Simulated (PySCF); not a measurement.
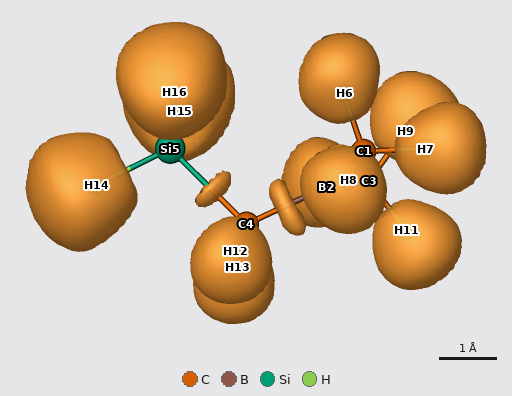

C3H11BSi (SMILES CB(C)C[SiH3]). Isosurface of the electron localisation function at 0.9 (orange), seen from one side. Core shells and regions of very low density are left out.

Geometry: GFN2-xTB.

These are results of CAM-B3LYP/def2-SVPD, SCF density, gas phase (PySCF), not measurements.

The calculation's input:

```
{"job": {"kind": "uv", "xc": "CAM-B3LYP", "basis": "def2-SVPD", "nstates": 8, "ntriplets": 3}, "charge": 0, "multiplicity": 1}
C     -1.258577     1.406963    -0.206880
B     -0.600292    -0.025758    -0.311474
C     -1.403424    -1.299811     0.165661
C      0.864360    -0.177512    -0.826223
Si     2.078298     0.022767     0.635329
H     -0.991777     1.837755     0.759676
H     -2.345832     1.391507    -0.245712
H     -0.905150     2.105980    -0.962437
H     -2.114718    -1.087524     0.961682
H     -0.760382    -2.114340     0.493599
H     -1.988228    -1.685110    -0.671088
H      1.140083     0.570934    -1.569578
H      1.061017    -1.157314    -1.262831
H      3.445160    -0.161901     0.133836
H      1.809040    -0.978382     1.671681
H      1.962825     1.360690     1.223351
```

Command:

```sh
OMP_NUM_THREADS=1 python probes_run.py task.json out
```

Describe the localisation domains.

Answer. At this value the surface marks out three regions between bonded B–C atoms (shared pairs), one region between bonded C–Si atoms (shared pairs) and eleven regions around hydrogen nuclei.

Values along the shortest contacts:
C–B (1.56 Å): the ELF peaks at about 0.95 between the atoms, as expected for localised, covalent bonding. C–Si (1.91 Å): the ELF peaks at about 0.95 between the atoms, as expected for a shared electron pair.
